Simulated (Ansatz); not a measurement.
## Σ5 (210) boundary in bcc Mo: structure and resistance

Wanted: what the Σ5 (210) boundary in bcc Mo costs an interconnect.

Program: Ansatz 0.2.0. Level of theory: Ansatz plane-wave DFT, LDA, PAW files; relaxation of a bicrystal slab with its lowest layers held; PAW set soft_1, in the first sound run; inputs show where later runs differ. Results are calculated unless marked as measured.

**1. Set-up**

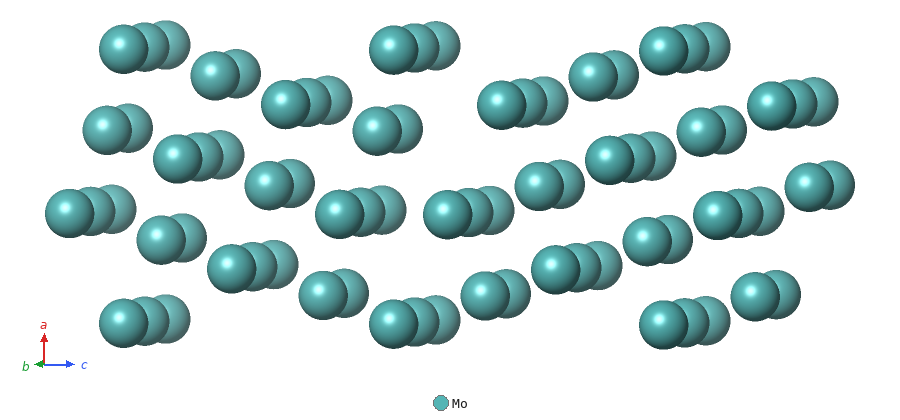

Start, viewed from the side, with the c axis across the page; molybdenum teal. 1×2×1 cells are drawn. Some periodic images of atoms are drawn too.

The cell holds 27 atoms: 27 Mo. Its edges and angles: a = 7.037 Å, b = 3.147 Å, c = 30.000 Å, α = 90.0°, β = 90.0°, γ = 90.0°. It derives from Mo. built on the (2 1 0) plane; 2 overlapping atoms removed and the grains opened by 0 Å. Vacuum lies along c.

**2. Relaxing the bicrystal**

The boundary is built by mirroring the lower grain in the boundary plane and removing any atoms that overlap. A thin bicrystal slab is relaxed first, with the lowest layers held and the upper grain free to shift and open.

Contents of input.yaml:

```yaml
crystal:
  lattice:
    - [7.0369059252, 0.0, 0.0]
    - [0.0, 3.147, 0.0]
    - [0.0, 0.0, 29.9996459975]
  atoms:
    - { symbol: Mo, position: [0.3999999999, 0.0, 0.1666686334] }
    - { symbol: Mo, position: [0.6999999999, 0.5, 0.1901252632] }
    - { symbol: Mo, position: [0.9999999999, 0.0, 0.2135818931] }
    - { symbol: Mo, position: [0.2999999999, 0.5, 0.237038523] }
    - { symbol: Mo, position: [0.6, 0.0, 0.2604951529] }
    - { symbol: Mo, position: [0.9, 0.5, 0.2839517827] }
    - { symbol: Mo, position: [0.2, 0.0, 0.3074084126] }
    - { symbol: Mo, position: [0.5, 0.5, 0.3308650425] }
    - { symbol: Mo, position: [0.8, 0.0, 0.3543216724] }
    - { symbol: Mo, position: [0.1, 0.5, 0.3777783022] }
    - { symbol: Mo, position: [0.4, 0.0, 0.4012349321] }
    - { symbol: Mo, position: [0.7, 0.5, 0.424691562] }
    - { symbol: Mo, position: [0.0, 0.0, 0.4481481919] }
    - { symbol: Mo, position: [0.4, 0.0, 0.4950614516] }
    - { symbol: Mo, position: [0.1, 0.5, 0.5185180815] }
    - { symbol: Mo, position: [0.8, 0.0, 0.5419747113] }
    - { symbol: Mo, position: [0.5, 0.5, 0.5654313412] }
    - { symbol: Mo, position: [0.2, 0.0, 0.5888879711] }
    - { symbol: Mo, position: [0.9, 0.5, 0.612344601] }
    - { symbol: Mo, position: [0.6, 0.0, 0.6358012308] }
    - { symbol: Mo, position: [0.2999999999, 0.5, 0.6592578607] }
    - { symbol: Mo, position: [0.9999999999, 0.0, 0.6827144906] }
    - { symbol: Mo, position: [0.6999999999, 0.5, 0.7061711205] }
    - { symbol: Mo, position: [0.3999999999, 0.0, 0.7296277503] }
    - { symbol: Mo, position: [0.0999999999, 0.5, 0.7530843802] }
    - { symbol: Mo, position: [0.7999999999, 0.0, 0.7765410101] }
    - { symbol: Mo, position: [0.4999999999, 0.5, 0.79999764] }
kpoints:
  mp_grid: { grid: [4, 7, 1] }
hamiltonian:
  xc: lda
  pseudopotentials: { kind: paw, azcp: { folder: soft_1 }, xc_functional: pbe }
scf:
  occupations: { method: fermi_dirac, width: 0.1 }
relax:
  f_tol: 0.03
  max_steps: 80
  constraints: [{ sites: [0, 1, 2, 3, 4] }]
```

Command:

```
> ansatz run input.yaml --threads 4 --pin off --max-ram 15360MiB --backend cpu --events-out ev --progress --plain --runs-dir out
```

Numbers of over 12 decimals in the logs are rounded to 6 here.

Output:

```text
Engine: ansatz 0.2.0, aarch64-unknown-linux-gnu
Pseudopotentials: kind: paw
Pseudopotential: Mo, paw, valence charge 14, recommended cutoff 420 eV (normal), soft_1/Mo.paw.azcp
Functional definition: SPW92
  exchange = slater_x
  correlation = pw_c
Crystal: 27 atoms, lattice volume = 664.346 Å³
Basis set: ecut = 420 eV, 13009 PW (Γ)
Bands: 227, of which v1, the nominal top of the filled ones, is band 189 counted from 1 (188 counted from 0)
Symmetry: 2 space group operations
Space group: Pm (ITA 6), of the structure as read, at distance tolerance 8.7e-5 Å
k-points: 12 of 28 (time reversal used)
Non-local potential: Mo, projectors of the file, l = 0: 3, l = 1: 2, l = 2: 2, l = 3: 1
PAW form: soft (Blöchl's): semilocal exchange-correlation on the pseudo side does not see the compensation charge
PAW frozen core: Mo, regenerated for the run's functional, and the local potential with it (the file was generated under x = pbe(κ = 0.804, μ = 0.219515), c = pbe(β = 0.066725))
PAW one-centre angular grid: Mo, 590 points (default); XC on 64 Gauss nodes
Initial density: superposition of atomic densities (neutral atoms: chi_scale 0, normalization atom)
Initial wavefunctions: pseudopotential atomic-orbital guess
Functional: x = slater, c = lda
SCF iter   1: F=—  HF=-130767.256000 eV  |F-HF|=—  |Δ(HF+E_count)|=         —  Δρ=8.99e-2  dr2=2.74e2  ethr=3.10e-3  ⟨swp⟩=8.2  Hψ=12238  notcnv=0
preconditioner: auto → LDOS  [metal: Δε(μ)=0.017 eV  Ē_g=4.382 eV  σ=0.100 eV  W_gap=0.04  n_scr=176 (ndim 8)  ℏωp=18.3 eV  f_vac=0.288  D(μ)=23.77/eV (n_scr^D=186)  β→1.0]
SCF iter   2: F=—  HF=-130753.347286 eV  |F-HF|=—  |Δ(HF+E_count)|=    1.39e1  Δρ=6.53e-2  dr2=1.75e2  ethr=3.10e-3  ⟨swp⟩=4.0  Hψ=7525  notcnv=0
SCF iter   3: F=—  HF=-130743.252762 eV  |F-HF|=—  |Δ(HF+E_count)|=    1.01e1  Δρ=1.10e-2  dr2=2.47e0  ethr=3.10e-3  ⟨swp⟩=3.9  Hψ=6562  notcnv=0
SCF iter   4: F=—  HF=-130742.887128 eV  |F-HF|=—  |Δ(HF+E_count)|=   3.66e-1  Δρ=3.78e-3  dr2=1.67e-1  ethr=6.54e-4  ⟨swp⟩=3.5  Hψ=5391  notcnv=0
SCF iter   5: F=—  HF=-130742.855572 eV  |F-HF|=—  |Δ(HF+E_count)|=   3.16e-2  Δρ=1.25e-3  dr2=4.87e-2  ethr=4.43e-5  ⟨swp⟩=2.6  Hψ=4980  notcnv=0
SCF iter   6: F=—  HF=-130742.854055 eV  |F-HF|=—  |Δ(HF+E_count)|=   1.52e-3  Δρ=4.92e-4  dr2=7.08e-3  ethr=1.29e-5  ⟨swp⟩=2.1  Hψ=3502  notcnv=0
SCF iter   7: F=—  HF=-130742.855308 eV  |F-HF|=—  |Δ(HF+E_count)|=   1.25e-3  Δρ=1.31e-4  dr2=2.14e-4  ethr=1.87e-6  ⟨swp⟩=1.9  Hψ=3288  notcnv=0
SCF iter   8: F=—  HF=-130742.855296 eV  |F-HF|=—  |Δ(HF+E_count)|=   1.25e-5  Δρ=5.61e-5  dr2=4.81e-5  ethr=5.67e-8  ⟨swp⟩=3.2  Hψ=5306  notcnv=0
SCF iter   9: F=-130742.855292 eV  HF=-130742.855298 eV  |F-HF|=5.92e-6  |Δ(HF+E_count)|=   2.36e-6  Δρ=2.48e-5  dr2=8.80e-6  ethr=5.95e-9  ⟨swp⟩=4.2  Hψ=8393  notcnv=0
SCF 1 converged in 9 iterations: F = -130742.855292 eV  dr2 = 8.80e-6
  greatest PAW one-centre occupation: 0.998 electrons in one spin orbital (limit 2), on the Mo atom at site 23 (counted from 0), in its partial waves of l = 0
relax step   1: F+E_penalty+E_count = -130742.85529201 eV  Δ(F+E_penalty+E_count) = +0.000e0 eV  max|allowed force component| = 2.515e0 eV/Å  Δτ_max = 0.0000 Å  (9 SCF iters, dr2 threshold 2.25e-5 eV, accepted)
Initial density: handed on by an earlier stage of this run
Initial wavefunctions: those handed on with the density
iter 1 solved again at ethr=3.26e-4 eV; its pass at ethr=3.10e-3 eV (dr2=1.23e0 eV) is discarded
SCF iter   1: F=—  HF=-130743.589628 eV  |F-HF|=—  |Δ(HF+E_count)|=         —  Δρ=8.72e-3  dr2=1.38e0  ethr=3.26e-4  ⟨swp⟩=1.9  Hψ=8457  notcnv=0
eigensolver tolerance schedule calibrated: the retry pair's looser diagonalisation under-reported the residual by θ = 0.11 (0.11/decade); ethr = c·dr2/N_el runs at the constant in force after the calibration composes with the one it found (an armed cap, an earlier calibration), c = 7.8e-2
preconditioner: auto → LDOS  [metal: Δε(μ)=0.006 eV  Ē_g=3.834 eV  σ=0.100 eV  W_gap=0.02  n_scr=176 (ndim 8)  ℏωp=18.3 eV  f_vac=0.295  D(μ)=23.48/eV (n_scr^D=186)  β→1.0]
SCF iter   2: F=—  HF=-130743.533867 eV  |F-HF|=—  |Δ(HF+E_count)|=   5.58e-2  Δρ=4.21e-3  dr2=3.88e-1  ethr=2.85e-4  ⟨swp⟩=4.2  Hψ=4305  notcnv=0
SCF iter   3: F=—  HF=-130743.497724 eV  |F-HF|=—  |Δ(HF+E_count)|=   3.61e-2  Δρ=1.83e-3  dr2=7.25e-2  ethr=7.99e-5  ⟨swp⟩=2.8  Hψ=5368  notcnv=0
SCF iter   4: F=—  HF=-130743.489469 eV  |F-HF|=—  |Δ(HF+E_count)|=   8.26e-3  Δρ=3.25e-4  dr2=2.13e-3  ethr=1.49e-5  ⟨swp⟩=2.7  Hψ=4367  notcnv=0
SCF iter   5: F=—  HF=-130743.489313 eV  |F-HF|=—  |Δ(HF+E_count)|=   1.56e-4  Δρ=9.60e-5  dr2=2.30e-4  ethr=4.38e-7  ⟨swp⟩=2.7  Hψ=4360  notcnv=0
SCF iter   6: F=-130743.489314 eV  HF=-130743.489325 eV  |F-HF|=1.07e-5  |Δ(HF+E_count)|=   1.17e-5  Δρ=3.63e-5  dr2=1.98e-5  ethr=2.06e-8  ⟨swp⟩=3.0  Hψ=10179  notcnv=0
SCF 2 converged in 6 iterations: F = -130743.489314 eV  dr2 = 1.98e-5
relax step   2: F+E_penalty+E_count = -130743.48931410 eV  Δ(F+E_penalty+E_count) = -6.340e-1 eV  max|allowed force component| = 6.870e-1 eV/Å  Δτ_max = 0.1949 Å  (6 SCF iters, dr2 threshold 1.00e-4 eV, accepted)
SCF iter   1: F=—  HF=-130744.830924 eV  |F-HF|=—  |Δ(HF+E_count)|=         —  Δρ=2.33e-2  dr2=2.63e1  ethr=3.10e-3  ⟨swp⟩=5.7  Hψ=7255  notcnv=0
preconditioner: auto → LDOS  [metal: Δε(μ)=0.005 eV  Ē_g=3.879 eV  σ=0.100 eV  W_gap=0.01  n_scr=176 (ndim 8)  ℏωp=18.3 eV  f_vac=0.302  D(μ)=23.38/eV (n_scr^D=186)  β→1.0]
SCF iter   2: F=—  HF=-130744.170398 eV  |F-HF|=—  |Δ(HF+E_count)|=   6.61e-1  Δρ=7.12e-3  dr2=8.22e-1  ethr=3.10e-3  ⟨swp⟩=2.0  Hψ=3421  notcnv=0
SCF iter   3: F=—  HF=-130744.101240 eV  |F-HF|=—  |Δ(HF+E_count)|=   6.92e-2  Δρ=5.15e-3  dr2=4.03e-1  ethr=2.17e-4  ⟨swp⟩=3.8  Hψ=6030  notcnv=0  defer=1
SCF iter   4: F=—  HF=-130744.034972 eV  |F-HF|=—  |Δ(HF+E_count)|=   6.63e-2  Δρ=1.11e-3  dr2=1.62e-2  ethr=1.07e-4  ⟨swp⟩=2.0  Hψ=4714  notcnv=0
SCF iter   5: F=—  HF=-130744.032653 eV  |F-HF|=—  |Δ(HF+E_count)|=   2.32e-3  Δρ=2.16e-4  dr2=7.83e-4  ethr=4.29e-6  ⟨swp⟩=2.2  Hψ=4667  notcnv=0
SCF iter   6: F=—  HF=-130744.032621 eV  |F-HF|=—  |Δ(HF+E_count)|=   3.20e-5  Δρ=7.23e-5  dr2=7.72e-5  ethr=2.07e-7  ⟨swp⟩=2.2  Hψ=4108  notcnv=0
SCF iter   7: F=-130744.032606 eV  HF=-130744.032617 eV  |F-HF|=1.03e-5  |Δ(HF+E_count)|=   4.21e-6  Δρ=3.01e-5  dr2=1.46e-5  ethr=7.80e-9  ⟨swp⟩=5.0  Hψ=10052  notcnv=0
SCF 3 converged in 7 iterations: F = -130744.032606 eV  dr2 = 1.46e-5
relax step   3: F+E_penalty+E_count = -130744.03260639 eV  Δ(F+E_penalty+E_count) = -5.433e-1 eV  max|allowed force component| = 5.281e-1 eV/Å  Δτ_max = 0.2000 Å  (7 SCF iters, dr2 threshold 2.95e-5 eV, accepted)
[... from here on, the SCF cycles and remarks between the steps are left out ...]
relax step   4: F+E_penalty+E_count = -130744.35999778 eV  Δ(F+E_penalty+E_count) = -3.274e-1 eV  max|allowed force component| = 2.933e-1 eV/Å  Δτ_max = 0.1946 Å  (7 SCF iters, dr2 threshold 2.08e-5 eV, accepted)
relax step   5: F+E_penalty+E_count = -130744.63824506 eV  Δ(F+E_penalty+E_count) = -2.782e-1 eV  max|allowed force component| = 2.152e-1 eV/Å  Δτ_max = 0.2000 Å  (7 SCF iters, dr2 threshold 2.66e-5 eV, accepted)
relax step   6: F+E_penalty+E_count = -130744.76544168 eV  Δ(F+E_penalty+E_count) = -1.272e-1 eV  max|allowed force component| = 1.873e-1 eV/Å  Δτ_max = 0.1928 Å  (7 SCF iters, dr2 threshold 1.43e-5 eV, accepted)
relax step   7: F+E_penalty+E_count = -130744.76545967 eV  Δ(F+E_penalty+E_count) = -1.799e-5 eV  max|allowed force component| = 2.757e-1 eV/Å  Δτ_max = 0.1653 Å  (7 SCF iters, dr2 threshold 1.89e-5 eV, accepted)
relax step   8: F+E_penalty+E_count = -130744.78503003 eV  Δ(F+E_penalty+E_count) = -1.957e-2 eV  max|allowed force component| = 1.737e-1 eV/Å  Δτ_max = 0.1289 Å  (6 SCF iters, dr2 threshold 5.76e-5 eV, accepted)
relax step   9: F+E_penalty+E_count = -130744.79164162 eV  Δ(F+E_penalty+E_count) = -6.612e-3 eV  max|allowed force component| = 4.074e-2 eV/Å  Δτ_max = 0.0322 Å  (5 SCF iters, dr2 threshold 1.20e-5 eV, accepted)
relax step  10: F+E_penalty+E_count = -130744.79060812 eV  Δ(F+E_penalty+E_count) = +1.033e-3 eV  max|allowed force component| = 1.128e-1 eV/Å  Δτ_max = 0.0505 Å  (7 SCF iters, rejected (line search))
relax step  11: F+E_penalty+E_count = -130744.78898694 eV  Δ(F+E_penalty+E_count) = +2.655e-3 eV  max|allowed force component| = 1.872e-1 eV/Å  Δτ_max = 0.0253 Å  (7 SCF iters, rejected (line search))
SCF iter   1: F=—  HF=-130744.792539 eV  |F-HF|=—  |Δ(HF+E_count)|=         —  Δρ=1.06e-3  dr2=1.24e-2  ethr=1.81e-5  ⟨swp⟩=2.0  Hψ=4762  notcnv=0
preconditioner: auto → LDOS  [metal: Δε(μ)=0.029 eV  Ē_g=4.001 eV  σ=0.100 eV  W_gap=0.07  n_scr=176 (ndim 8)  ℏωp=18.3 eV  f_vac=0.323  D(μ)=23.12/eV (n_scr^D=176)  β→1.0]
SCF iter   2: F=—  HF=-130744.791336 eV  |F-HF|=—  |Δ(HF+E_count)|=   1.20e-3  Δρ=3.39e-4  dr2=1.12e-3  ethr=3.27e-6  ⟨swp⟩=2.0  Hψ=3985  notcnv=0
SCF iter   3: F=—  HF=-130744.791162 eV  |F-HF|=—  |Δ(HF+E_count)|=   1.74e-4  Δρ=1.47e-4  dr2=3.19e-4  ethr=2.95e-7  ⟨swp⟩=3.0  Hψ=5332  notcnv=0
SCF iter   4: F=—  HF=-130744.791093 eV  |F-HF|=—  |Δ(HF+E_count)|=   6.93e-5  Δρ=3.60e-5  dr2=1.14e-5  ethr=8.44e-8  ⟨swp⟩=3.1  Hψ=4301  notcnv=0
SCF iter   5: F=—  HF=-130744.792436 eV  |F-HF|=—  |Δ(HF+E_count)|=   1.34e-3  Δρ=8.80e-6  dr2=8.57e-7  ethr=3.01e-9  ⟨swp⟩=2.9  Hψ=5402  notcnv=0
SCF iter   6: F=-130744.792436 eV  HF=-130744.792436 eV  |F-HF|=4.81e-8  |Δ(HF+E_count)|=   4.57e-8  Δρ=2.64e-6  dr2=7.69e-8  ethr=2.65e-11  ⟨swp⟩=5.2  Hψ=10400  notcnv=0
SCF 12 converged in 6 iterations: F = -130744.792436 eV  dr2 = 7.69e-8
relax step  12: F+E_penalty+E_count = -130744.79243638 eV  Δ(F+E_penalty+E_count) = -7.948e-4 eV  max|allowed force component| = 1.307e-2 eV/Å  Δτ_max = 0.0123 Å  (6 SCF iters, accepted)
SCF converged after 6 iterations
Free energy (F): -130744.792436 eV
Harris-Foulkes:  -130744.792436 eV  (|F-HF|=4.81e-8)
Internal energy: -130744.023977 eV  (E = F + TS)
E sigma→0 (E₀):  -130744.408206 eV
Entropy (-TS):   -0.768460 eV (-28.461 meV/atom)
Fermi energy:    11.590234 eV
--- Per-component energies (eV) ---
  E_band       = -4992.668595
  E_kinetic    = 11419.866071
  E_local      = -420060.989548  (includes V_loc(G=0)·N_el)
  E_nonlocal   = 4154.682710
  E_hartree    = 204912.756250
  E_xc         = -4725.599660
  E_vxc        = -5915.843024  (∫ρ·V_xc dr)
  E_paw        = -83702.332407  (= ΣΔE_a)
  E_vpaw       = -4415.860191  (= ΣTr[D̂ρ^β])
  E_aug_tail   = 0.001192  (compensation charges beyond the density's cutoff)
  E_ewald      = 157244.825396
  E_core_change = 12.766019  (= ΣΔE_core)
  E_smearing   = -0.768460  (= −TS)
  E_closure    = 0.000000  (closes the sum)
  Σ components = -130744.792436   (vs F -130744.792436, Δ=0.00e0)
--- Forces (eV/Å), atoms counted from 1 ---
  atom   1  Mo     1.00079030     0.00000000     2.33259625
  atom   2  Mo    -1.12231877     0.00000000     0.55770910
  atom   3  Mo    -0.17228159     0.00000000    -0.30109263
  atom   4  Mo     0.14686964     0.00000000    -1.48645548
  atom   5  Mo     0.15604107     0.00000000    -1.10409585
  atom   6  Mo    -0.00086125     0.00000000    -0.00166697
  atom   7  Mo    -0.00284598     0.00000000     0.00151751
  atom   8  Mo     0.00110195     0.00000000    -0.00026576
  atom   9  Mo     0.00084250     0.00000000    -0.00279050
  atom  10  Mo    -0.00427395     0.00000000     0.01306558
  atom  11  Mo    -0.00145536     0.00000000    -0.00396275
  atom  12  Mo     0.00237836     0.00000000    -0.00488056
  atom  13  Mo     0.01261757     0.00000000    -0.00134756
  atom  14  Mo    -0.00980935     0.00000000     0.00991034
  atom  15  Mo    -0.00617572     0.00000000    -0.00534477
  atom  16  Mo     0.00355894     0.00000000    -0.00297269
  atom  17  Mo    -0.00240296     0.00000000     0.00002379
  atom  18  Mo     0.00082745     0.00000000    -0.00264332
  atom  19  Mo    -0.00005350     0.00000000    -0.00143896
  atom  20  Mo     0.00086919     0.00000000    -0.00456299
  atom  21  Mo    -0.00077114     0.00000000     0.00341026
  atom  22  Mo    -0.00223840     0.00000000    -0.00022696
  atom  23  Mo     0.00133583     0.00000000     0.00083809
  atom  24  Mo    -0.00049075     0.00000000     0.00131781
  atom  25  Mo     0.00047353     0.00000000     0.00220559
  atom  26  Mo     0.00048598     0.00000000     0.00192911
  atom  27  Mo    -0.00222783     0.00000000    -0.00070840
  max |Σ_I F_I| component: 6.73e-5 eV/Å
--- Relaxed structure (12 steps of the walk, 10 accepted, 0 SCFs on fresh bases) ---
  F+E_penalty+E_count = -130744.79243638 eV   max|allowed force component| = 1.307e-2 eV/Å
  atoms:
    - { symbol: Mo, position: [0.3999999999, 0.0, 0.166669] }
    - { symbol: Mo, position: [0.700000, 0.500000, 0.190125] }
    - { symbol: Mo, position: [1.000000, 0.0, 0.213582] }
    - { symbol: Mo, position: [0.300000, 0.500000, 0.237039] }
    - { symbol: Mo, position: [0.6, 0.0, 0.260495] }
    - { symbol: Mo, position: [0.899504, 0.500000, 0.280871] }
    - { symbol: Mo, position: [0.200234, 0.0, 0.304499] }
    - { symbol: Mo, position: [0.505284, 0.500000, 0.329460] }
    - { symbol: Mo, position: [0.795175, 0.0, 0.352590] }
    - { symbol: Mo, position: [0.100197, 0.500000, 0.369880] }
    - { symbol: Mo, position: [0.408617, 0.0, 0.396037] }
    - { symbol: Mo, position: [0.713224, 0.500000, 0.430724] }
    - { symbol: Mo, position: [0.032022, 0.0, 0.435331] }
    - { symbol: Mo, position: [0.404678, 0.0, 0.476768] }
    - { symbol: Mo, position: [0.093112, 0.500000, 0.500257] }
    - { symbol: Mo, position: [0.788346, 0.0, 0.517579] }
    - { symbol: Mo, position: [0.498630, 0.500000, 0.541705] }
    - { symbol: Mo, position: [0.189504, 0.0, 0.567050] }
    - { symbol: Mo, position: [0.891870, 0.500000, 0.588345] }
    - { symbol: Mo, position: [0.592615, 0.0, 0.610904] }
    - { symbol: Mo, position: [0.295502, 0.500000, 0.634275] }
    - { symbol: Mo, position: [0.992710, 0.0, 0.658304] }
    - { symbol: Mo, position: [0.693468, 0.500000, 0.679043] }
    - { symbol: Mo, position: [0.388278, 0.0, 0.704642] }
    - { symbol: Mo, position: [0.079974, 0.500000, 0.725107] }
    - { symbol: Mo, position: [0.782961, 0.0, 0.747426] }
    - { symbol: Mo, position: [0.507183, 0.500000, 0.764888] }
```

The job ended after 14 min (4 threads of Arm Neoverse V1, shared host; peak memory 3.3 GiB).

The steps of the relaxation:

| step | energy less that of the first step (eV) | largest force component (eV/Å) |
| --- | --- | --- |
| 1 | 0.0000 | 2.5151 |
| 2 | -0.6340 | 0.6870 |
| 3 | -1.1773 | 0.5281 |
| 4 | -1.5047 | 0.2933 |
| 5 | -1.7830 | 0.2152 |
| 6 | -1.9102 | 0.1873 |
| 7 | -1.9102 | 0.2757 |
| 8 | -1.9297 | 0.1737 |
| 9 | -1.9364 | 0.0407 |
| 10 | -1.9353 | 0.1128 |
| 11 | -1.9337 | 0.1872 |
| 12 | -1.9371 | 0.0131 |

Relaxation steps 10, 11 were tried and not accepted.

The run keeps the 2 symmetry operations that it works with, so distortions that break them were not tested.

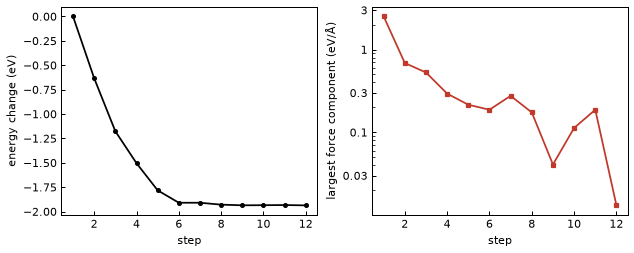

Energy and largest force along the relaxation.

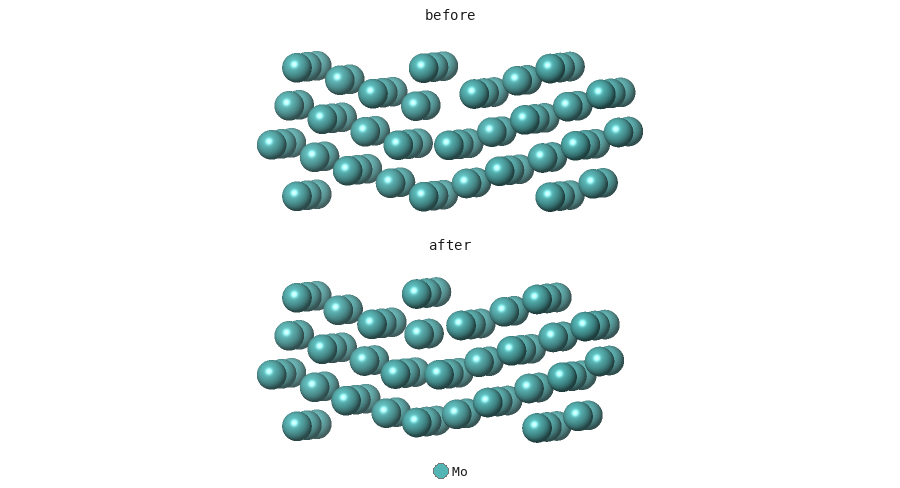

Before and after, at one scale.

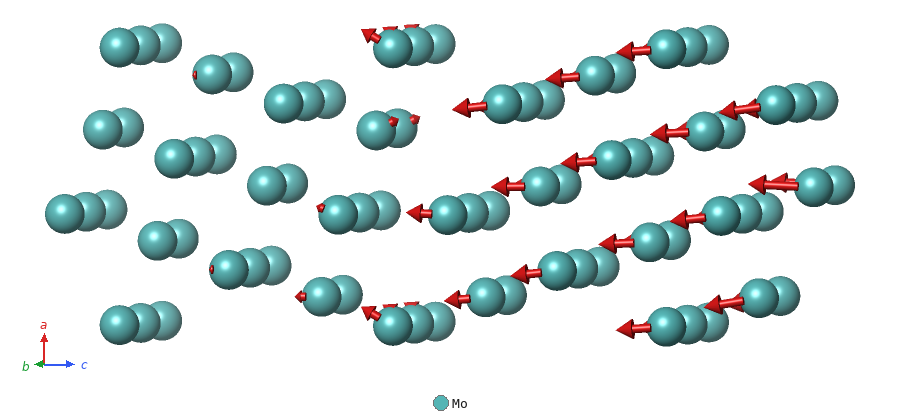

Displacements in the relaxation, exaggerated; the longest in the cell stands for 1.05 Å. 1×2×1 cells are drawn. Some periodic images of atoms are drawn too.

The atoms that moved most (Å):

| atom | dx | dy | dz | length |
| --- | --- | --- | --- | --- |
| Mo27 | 0.051 | 0.000 | -1.053 | 1.054 |
| Mo26 | -0.120 | 0.000 | -0.873 | 0.882 |
| Mo25 | -0.141 | 0.000 | -0.839 | 0.851 |
| Mo23 | -0.046 | 0.000 | -0.814 | 0.815 |
| Mo24 | -0.082 | 0.000 | -0.750 | 0.754 |
| Mo21 | -0.032 | 0.000 | -0.749 | 0.750 |
| Mo20 | -0.052 | 0.000 | -0.747 | 0.749 |
| Mo16 | -0.082 | 0.000 | -0.732 | 0.736 |

Numbers from this step:

- free energy: -130744.7924 eV
- energy at zero smearing: -130744.4082 eV
- Fermi energy: 11.59 eV

The largest force component on a free atom ends at 0.013 eV/Å, under the tolerance of 0.03, after 12 steps.

(Continued in part 2 of 3.)

[Logs are printed without paths, hosts, clocks, repeated set-up lines and the standing remarks that a program may print on its own settings, such as how far it seeks lower states.]

[Hosts, paths, dates, database ids (printed as entryN), source tags and the programs' standing remarks are cut or masked in the printed files.]
